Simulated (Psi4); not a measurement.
**Geometry relaxation of InF (part 3 of 3)**

InF; MP2/def2-QZVPP, RHF, core potentials def2 (Psi4 1.11). The geometry comes from this level: PBE0-D4/def2-TZVP.

Geometry of the input (Å):
```
F  0.0000  0.0000  0.0159
In -0.0000  -0.0000  2.0096
```

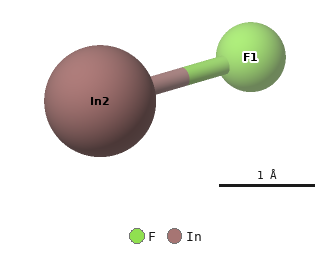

*The geometry at step 1 of the log (ball-and-stick view, seen at an oblique angle; atoms are numbered from 1 in the order of the input).*

**What the program printed, continued**
```
	----------------------------------------------------------------------------------------------
	   Step    Total Energy     Delta E     Max Force     RMS Force      Max Disp      RMS Disp
	----------------------------------------------------------------------------------------------
	  Convergence Criteria              o    1.50e-05 *    1.00e-05 *    6.00e-05 *    4.00e-05 *
	----------------------------------------------------------------------------------------------
	     2    -289.49913122   -9.11e-06 o    2.48e-04      2.48e-04      1.42e-03      1.42e-03    ~
	----------------------------------------------------------------------------------------------

Next Geometry in Ang
	Fragment 1 (Ang)

	    F   0.0000000000   0.0000000000  -1.7058629310
	   In   0.0000000000   0.0000000000   0.2823640593

    Structure for next step:
    Molecular point group: c1
    Full point group: C_inf_v

    Geometry (in Bohr), charge = 0, multiplicity = 1:

    F            0.000000000000     0.000000000000    -3.224122566531
    IN           0.000000000000     0.000000000000     0.533081920449

gradient() will perform analytic gradient computation.

  ==> Geometry <==

    Molecular point group: c1
    Full point group: C_inf_v

    Geometry (in Bohr), charge = 0, multiplicity = 1:

       Center              X                  Y                   Z               Mass
    ------------   -----------------  -----------------  -----------------  -----------------
         F            0.000000000000     0.000000000000    -3.224122566531    18.998403162730
         IN           0.000000000000     0.000000000000     0.533081920449   114.903878776000

  Running in c1 symmetry.

  Rotational constants: A = ************  B =      0.26158  C =      0.26158 [cm^-1]
  Rotational constants: A = ************  B =   7841.90287  C =   7841.90287 [MHz]
  Nuclear repulsion =   50.303357364482267

  Charge       = 0
  Multiplicity = 1
  Electrons    = 30
  Nalpha       = 15
  Nbeta        = 15

   => Auxiliary Basis Set <=

  Basis Set: (DEF2-QZVPP AUX)
    Blend: DEF2-UNIVERSAL-JKFIT
    Number of shells: 71
    Number of basis functions: 295
    Number of Cartesian functions: 402
    Spherical Harmonics?: true
    Max angular momentum: 5

  Minimum eigenvalue in the overlap matrix is 1.6115920842E-03.
  Reciprocal condition number of the overlap matrix is 3.1861196951E-04.
    Using symmetric orthogonalization.

  ==> Iterations <==

                           Total Energy        Delta E     RMS |[F,P]|

   @DF-RHF iter   0:  -288.76202137999456   -2.88762e+02   9.40494e-06
   @DF-RHF iter   1:  -288.76221596421732   -1.94584e-04   1.15882e-06 DIIS
   @DF-RHF iter   2:  -288.76221597147480   -7.25748e-09   8.73244e-07 DIIS
   @DF-RHF iter   3:  -288.76221597513484   -3.66003e-09   8.46551e-08 DIIS
   @DF-RHF iter   4:  -288.76221597524403   -1.09196e-10   3.89233e-08 DIIS
   @DF-RHF iter   5:  -288.76221597525944   -1.54046e-11   1.19227e-08 DIIS
   @DF-RHF iter   6:  -288.76221597526097   -1.53477e-12   2.29850e-09 DIIS
   @DF-RHF iter   7:  -288.76221597526120   -2.27374e-13   6.67766e-10 DIIS
   @DF-RHF iter   8:  -288.76221597526126   -5.68434e-14   2.19502e-10 DIIS
   @DF-RHF iter   9:  -288.76221597526097    2.84217e-13   5.62256e-11 DIIS
  Energy and wave function converged.

  ==> Post-Iterations <==

    Orbital Energies [Eh]
    ---------------------

    Doubly Occupied:

       1A    -26.180655     2A     -5.383058     3A     -3.639233
       4A     -3.639233     5A     -3.631905     6A     -1.454822
       7A     -1.026849     8A     -1.026849     9A     -1.019955
      10A     -1.019955    11A     -1.017739    12A     -0.580024
      13A     -0.541467    14A     -0.541467    15A     -0.351017

    Virtual:

      16A      0.016598    17A      0.016598    18A      0.055427
      19A      0.107648    20A      0.107648    21A      0.109106
      22A      0.166001    23A      0.177760    24A      0.177760
      25A      0.205244    26A      0.205244    27A      0.250173
      28A      0.413991    29A      0.413991    30A      0.465262
      31A      0.500796    32A      0.549915    33A      0.549915
      34A      0.561521    35A      0.561521    36A      0.577623
      37A      0.577623    38A      0.591831    39A      0.591831
      40A      0.593769    41A      0.632399    42A      0.632399
      43A      0.672648    44A      0.700696    45A      0.700696
      46A      0.838698    47A      1.324743    48A      1.373130
      49A      1.373130    50A      1.386344    51A      1.386344
      52A      1.389194    53A      1.389194    54A      1.402723
      55A      1.415143    56A      1.415143    57A      1.505321
      58A      1.505321    59A      1.533993    60A      1.589540
      61A      1.589540    62A      1.603725    63A      1.603725
      64A      1.653169    65A      1.653169    66A      1.720156
      67A      1.720156    68A      1.732661    69A      1.754015
      70A      1.754015    71A      1.936032    72A      1.936032
      73A      1.991623    74A      2.105378    75A      2.105378
      76A      2.115552    77A      2.358098    78A      2.427176
      79A      2.427176    80A      3.002192    81A      3.191706
      82A      3.191706    83A      3.196451    84A      3.196451
      85A      3.288488    86A      3.288488    87A      3.723330
      88A      4.523910    89A      4.634279    90A      4.634279
      91A      4.706352    92A      4.706352    93A      4.860871
      94A      4.860871    95A      4.966015    96A      5.575867
      97A      5.575867    98A      5.926283    99A      5.926283
     100A      6.098324   101A      6.957439   102A      6.957439
     103A      7.542171   104A      9.031506   105A      9.031506
     106A      9.039888   107A      9.039888   108A      9.125232
     109A      9.125232   110A      9.251637   111A     12.100371
     112A     12.100371   113A     12.101129   114A     12.101129
     115A     12.103239   116A     12.108886   117A     12.108886
     118A     12.110749   119A     12.110749   120A     12.655520
     121A     15.383083   122A     15.383083   123A     15.417499
     124A     15.417499   125A     15.508961   126A     15.508961
     127A     15.555452   128A     15.839445   129A     16.669665
     130A     16.669665   131A     16.905199   132A     16.905199
     133A     17.128880   134A     39.254380   135A     39.254380
     136A     39.262044   137A     55.468983   138A     77.144272
     139A    288.651248

    Final Occupation by Irrep:
              A
    DOCC [    15 ]
    NA   [    15 ]
    NB   [    15 ]

  @DF-RHF Final Energy:  -288.76221597526097

   => Energetics <=

    Nuclear Repulsion Energy =             50.3033573644822667
    One-Electron Energy =                -576.0226930625357227
    Two-Electron Energy =                 236.9571197227924699
    Total Energy =                       -288.7622159752609718

Computation Completed

Properties will be evaluated at   0.000000,   0.000000,   0.000000 [a0]

Properties computed using the SCF density matrix

 Multipole Moments:

 ------------------------------------------------------------------------------------
     Multipole            Electronic (a.u.)      Nuclear  (a.u.)        Total (a.u.)
 ------------------------------------------------------------------------------------

 L = 1.  Multiply by 2.5417464519 to convert [e a0] to [Debye]
 Dipole X            :          0.0000000            0.0000000            0.0000000
 Dipole Y            :         -0.0000000            0.0000000           -0.0000000
 Dipole Z            :         19.0867585          -17.8223828            1.2643758
 Magnitude           :                                                    1.2643758

 ------------------------------------------------------------------------------------

	total time  =          1 seconds =       0.02 minutes

  //>>>>>>>>>>>>>>>>>>>>>>>>>>>>>>>>>>>//
  //               DFMP2               //
  //<<<<<<<<<<<<<<<<<<<<<<<<<<<<<<<<<<<//

  ==> Geometry <==

    Molecular point group: c1
    Full point group: C_inf_v

    Geometry (in Bohr), charge = 0, multiplicity = 1:

       Center              X                  Y                   Z               Mass
    ------------   -----------------  -----------------  -----------------  -----------------
         F            0.000000000000     0.000000000000    -3.224122566531    18.998403162730
         IN           0.000000000000     0.000000000000     0.533081920449   114.903878776000

  Nuclear repulsion =   50.303357364482267
  Reference energy  = -288.762215975260972

  => Iterations <=

             Iter  Converged  Remaining    Residual
  CGR           1          0          1   1.445E-01
  CGR           2          0          1   2.462E-02
  CGR           3          0          1   1.265E-02
  CGR           4          0          1   3.444E-03
  CGR           5          0          1   9.136E-04
  CGR           6          0          1   2.813E-04
  CGR           7          0          1   7.035E-05
  CGR           8          0          1   1.558E-05
  CGR           9          0          1   2.379E-06
  CGR          10          1          0   2.963E-07

    CGRSolver converged.

   => Auxiliary Basis Set <=

  Basis Set: (DEF2-QZVPP AUX)
    Blend: DEF2-UNIVERSAL-JKFIT
    Number of shells: 71
    Number of basis functions: 295
    Number of Cartesian functions: 402
    Spherical Harmonics?: true
    Max angular momentum: 5

	-----------------------------------------------------------
	 ==================> DF-MP2 Energies <====================
	-----------------------------------------------------------
	 Reference Energy          =    -288.7622159752609718 [Eh]
	 Singles Energy            =      -0.0000000000000000 [Eh]
	 Same-Spin Energy          =      -0.2382749306374109 [Eh]
	 Opposite-Spin Energy      =      -0.4986404916470318 [Eh]
	 Correlation Energy        =      -0.7369154222844427 [Eh]
	 Total Energy              =    -289.4991313975453977 [Eh]
	-----------------------------------------------------------
	 ================> DF-SCS-MP2 Energies <==================
	-----------------------------------------------------------
	 SCS Same-Spin Scale       =       0.3333333333333333 [-]
	 SCS Opposite-Spin Scale   =       1.2000000000000000 [-]
	 SCS Same-Spin Energy      =      -0.0794249768791370 [Eh]
	 SCS Opposite-Spin Energy  =      -0.5983685899764382 [Eh]
	 SCS Correlation Energy    =      -0.6777935668555751 [Eh]
	 SCS Total Energy          =    -289.4400095421165702 [Eh]
	-----------------------------------------------------------

  -Total Gradient:
     Atom            X                  Y                   Z
    ------   -----------------  -----------------  -----------------
       1       -0.000000000000     0.000000000000    -0.000003529332
       2        0.000000000000    -0.000000000000     0.000003529331

	total time  =          7 seconds =       0.12 minutes

    			-----------------------------------------

    			 OPTKING 3.0: for geometry optimizations

    			        with contributions from

    			-----------------------------------------

	                            ===> Fragment 1 <==

	 Z (Atomic Numbers)          Masses                          Geom
	       9.000000            18.998403          0.00000000  0.00000000 -3.22412257
	      49.000000            114.903879         0.00000000  0.00000000  0.53308192

	 - Coordinate -           - BOHR/RAD -       - ANG/DEG -
	 R(1,2)           =         3.757204           1.988227

	        --- Internal Coordinate Step in ANG or DEG, aJ/ANG or AJ/DEG ---
	-------------------------------------------------------------------------------
	           Coordinate      Previous         Force          Change          New
	           ----------      --------        ------          ------        ------
	               R(1,2)       1.98823       -0.00003       -0.00001       1.98822
	-------------------------------------------------------------------------------

	                                 ==> Convergence Check <==

	Measures of convergence in internal coordinates in au.

	Criteria marked as inactive (o), active & met (*), and active & unmet ( ).

	----------------------------------------------------------------------------------------------
	   Step    Total Energy     Delta E     Max Force     RMS Force      Max Disp      RMS Disp
	----------------------------------------------------------------------------------------------
	  Convergence Criteria              o    1.50e-05 *    1.00e-05 *    6.00e-05 *    4.00e-05 *
	----------------------------------------------------------------------------------------------
	     3    -289.49913140   -1.74e-07 o    3.53e-06 *    3.53e-06 *    2.03e-05 *    2.03e-05 *  ~
	----------------------------------------------------------------------------------------------

Next Geometry in Ang
	Fragment 1 (Ang)

	    F   0.0000000000   0.0000000000  -1.7061268194
	   In   0.0000000000   0.0000000000   0.2820894365

    Final optimized geometry and variables:
    Molecular point group: c1
    Full point group: C_inf_v

    Geometry (in Bohr), charge = 0, multiplicity = 1:

    F            0.000000000000     0.000000000000    -3.224122566531
    IN           0.000000000000     0.000000000000     0.533081920449

[set-up sections that repeat, and orbital energies of the middle runs, are left out above]
```

**Standard output**
```
Some dependencies such as QCElemental have not yet finished migration to pydantic v2. If issues are encountered please downgrade pydantic or upgrade QCElemental as appropriate
Optimizer: Optimization complete!
E = -289.499131398
CURRENT CORRELATION ENERGY                         -0.7369154223
CURRENT ENERGY                                   -289.4991313975
CURRENT REFERENCE ENERGY                         -288.7622159753
CUSTOM SCS-MP2 CORRELATION ENERGY                  -0.6777935669
CUSTOM SCS-MP2 TOTAL ENERGY                      -289.4400095421
DD SOLVATION ENERGY                                 0.0000000000
HF KINETIC ENERGY                                 172.9992319144
HF POTENTIAL ENERGY                              -461.7614478897
HF TOTAL ENERGY                                  -288.7622159753
HF VIRIAL RATIO                                     2.6691531678
MP2 CORRELATION ENERGY                             -0.7369154223
MP2 DOUBLES ENERGY                                 -0.7369154223
MP2 OPPOSITE-SPIN CORRELATION ENERGY               -0.4986404916
MP2 SAME-SPIN CORRELATION ENERGY                   -0.2382749306
MP2 SINGLES ENERGY                                 -0.0000000000
MP2 TOTAL ENERGY                                 -289.4991313975
NUCLEAR REPULSION ENERGY                           50.3033573645
ONE-ELECTRON ENERGY                              -576.0226930625
OPTIMIZATION ITERATIONS                             3.0000000000
PCM POLARIZATION ENERGY                             0.0000000000
PE ENERGY                                           0.0000000000
SCF ITERATION ENERGY                             -288.7622159753
SCF ITERATIONS                                      9.0000000000
SCF TOTAL ENERGY                                 -288.7622159753
SCS-MP2 CORRELATION ENERGY                         -0.6777935669
SCS-MP2 TOTAL ENERGY                             -289.4400095421
TWO-ELECTRON ENERGY                               236.9571197228
```

**Trajectory as extended XYZ (Å, eV, eV/Å), 3 frames, from step=0 to step=2**
```
2
Properties=species:S:1:pos:R:3:forces:R:3 step=0 energy=-7877.67243
F     0.0000    0.0000    0.0159    0.0000   0.0000   0.0922
In    0.0000    0.0000    2.0096    0.0000   0.0000  -0.0922
2
Properties=species:S:1:pos:R:3:forces:R:3 step=1 energy=-7877.67268
F     0.0000    0.0000    0.0212    0.0000   0.0000  -0.0127
In    0.0000    0.0000    2.0087    0.0000   0.0000   0.0127
2
Properties=species:S:1:pos:R:3:forces:R:3 step=2 energy=-7877.67268
F     0.0000    0.0000    0.0206    0.0000   0.0000   0.0002
In    0.0000    0.0000    2.0088    0.0000   0.0000  -0.0002
```

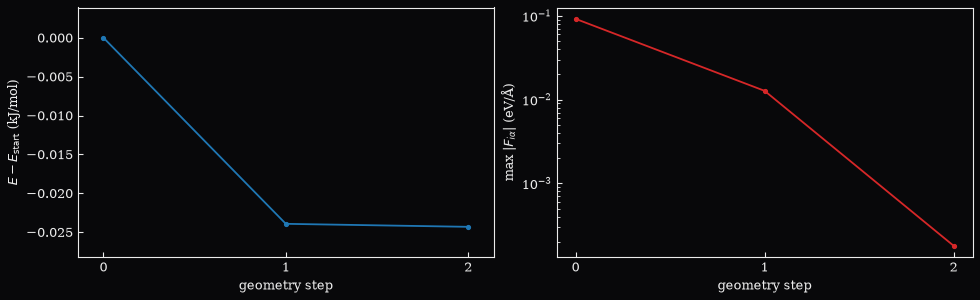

*Progress of the relaxation, step by step (steps are counted from 0).*

The atoms keep their places after the best rigid fit (all moves are under 0.005 Å). Distances before and after: F1–In2 1.994 → 1.988 Å. The energy falls by 0.02 kJ/mol in 2 geometry steps. The largest force component goes from 0.092 to 0.00018 eV/Å. (Atoms are counted from 1 in the order of the input.)

**Key numbers**

```csv
quantity,value
outcome,converged
total energy,−289.499131 hartree
SCF energy,−288.762216 hartree
MP2 energy,−289.499131 hartree
correlation energy,−0.736915 hartree
HOMO of the SCF reference,27.22 eV
LUMO of the SCF reference,−0.04 eV
wall time,27 s
peak memory,0.41 GiB
```

**Remarks**

The record of the run, not the program, notes: positive occupied level.
